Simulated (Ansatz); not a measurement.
# Al2FHSe: rigid scan of one bond length

The task is a rigid scan of one bond length, for Al2FHSe.

All numbers are computed with Ansatz 0.2.0, driven from Python. Level of theory: MP2/def2-SVP.

## Step 1: The system

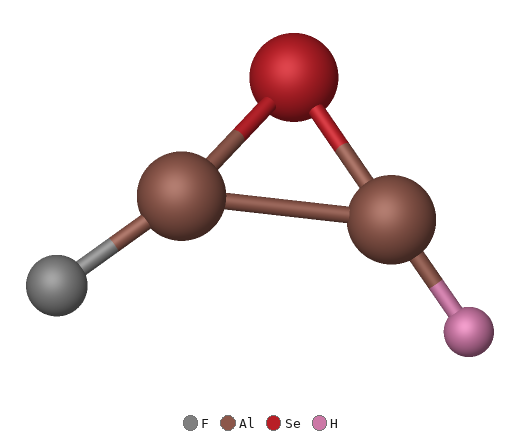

The structure that the script starts from, seen from a chosen angle (fluorine grey, aluminium brown, selenium red, hydrogen pink).

The script holds or builds the structure itself.

## Step 2: Script

The input, al2fhse.py:

```python
"""Stretching a bond of Al2FHSe, the rest held rigid."""

import ansatz as az
import matplotlib.pyplot as plt
import numpy as np

BASIS_SET = "def2-SVP"
METHOD = "MP2"


def main() -> None:
    geometry_ang = [
        ("F", [-0.7265, -2.3679, 1.3685]),
        ("Al", [-0.8741, -0.711, 0.5641]),
        ("Al", [0.6653, 1.1253, -0.3128]),
        ("Se", [-1.3066, 0.6308, -1.3451]),
        ("H", [2.2917, 1.2492, -0.3161]),
    ]
    al2fhse = az.Crystal.molecule()
    for symbol, xyz in geometry_ang:
        al2fhse = al2fhse.atom(symbol, xyz)

    symbols = [site.symbol for site in al2fhse.cartesian_sites]
    start = np.array([site.position_ang for site in al2fhse.cartesian_sites])
    axis = (start[4] - start[2]) / np.linalg.norm(start[4] - start[2])
    moving = [4]
    lengths, energies = [1.435, 1.501, 1.566, 1.631, 1.696, 1.762, 1.827, 1.925], []
    for length in lengths:
        xyz = start.copy()
        xyz[moving] += (length - np.linalg.norm(start[4] - start[2])) * axis
        point = az.Crystal.molecule()
        for symbol, place in zip(symbols, xyz):
            point = point.atom(symbol, place.tolist())
        setup = point.calculation()
        setup = setup.basis(gaussian=BASIS_SET)
        setup = setup.correlation(METHOD)
        data = setup.run(threads=1).report
        energies.append(data["free_energy_ev"])
        print(f"r = {length:6.3f} A  E = {energies[-1]:.5f} eV  <S^2> = {abs(data['mean_field']['state']['spin_squared']):.3f}")

    # quartic fit about the minimum
    fit = np.polynomial.Polynomial.fit(lengths, np.array(energies) - min(energies), 4).convert()
    roots = [r.real for r in fit.deriv().roots() if abs(r.imag) < 1e-9 and fit.deriv(2)(r.real) > 0]
    r_e = min(roots, key=lambda r: abs(r - lengths[int(np.argmin(energies))]))
    print(f"minimum of the fit at {r_e:.4f} A, force constant {fit.deriv(2)(r_e):.2f} eV/A^2")
    plt.figure(figsize=(4.5, 3))
    plt.plot(lengths, np.array(energies) - min(energies), "o-")
    plt.xlabel("bond length (A)")
    plt.ylabel("E - E(min) (eV)")
    plt.tight_layout()
    plt.savefig("scan.png", dpi=100)


if __name__ == "__main__":
    main()
```

## Step 3: Launch

Launch:

```console
> python al2fhse.py
```

The log of the run:

```text
r =  1.435 A  E = -81192.33563 eV  <S^2> = 0.000
r =  1.501 A  E = -81192.46070 eV  <S^2> = 0.000
r =  1.566 A  E = -81192.50227 eV  <S^2> = 0.000
r =  1.631 A  E = -81192.48125 eV  <S^2> = 0.000
r =  1.696 A  E = -81192.41233 eV  <S^2> = 0.000
r =  1.762 A  E = -81192.30546 eV  <S^2> = 0.000
r =  1.827 A  E = -81192.17335 eV  <S^2> = 0.000
r =  1.925 A  E = -81191.93993 eV  <S^2> = 0.000
minimum of the fit at 1.5742 A, force constant 14.37 eV/A^2
```

Wall time 10 s (1 thread of Arm Neoverse V2, shared host); peak memory 0.29 GiB.

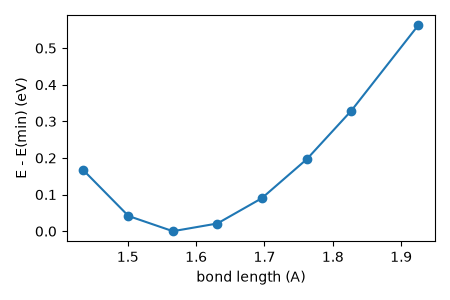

The script's own figure, scan.png.

## Step 4: The runs side by side

One row for each of the 8 runs:

| run | distance (Å) | energy from run 3 (eV) | iterations in all | CPU time (s) |
| --- | --- | --- | --- | --- |
| 1 | 1.44 | 0.1666 | 13 | 1.2 |
| 2 | 1.50 | 0.0416 | 13 | 1.2 |
| 3 | 1.57 | 0.0000 | 13 | 1.2 |
| 4 | 1.63 | 0.0210 | 13 | 1.2 |
| 5 | 1.70 | 0.0899 | 13 | 1.2 |
| 6 | 1.76 | 0.1968 | 13 | 1.2 |
| 7 | 1.83 | 0.3289 | 13 | 1.2 |
| 8 | 1.93 | 0.5623 | 17 | 1.3 |

## Step 5: Outcome

| quantity | value |
| --- | --- |
| bond length at the fit's minimum | 1.5742 Å |
| runs compared | 8 |
| range of energy | 0.562 eV |
| lowest point, distance (Å) | 1.57 |

What this shows: The curve has its lowest point inside the range, at 1.57. The ends stand 0.167 and 0.562 eV above it. The distance scanned is the script's pair 2, 4. The rest of the molecule is held rigid at a force-field or estimated start geometry, and the basis set is modest; single-reference methods fail as a bond breaks. The orbitals are restricted, so S² is zero by construction. S² is that of the Hartree-Fock reference.
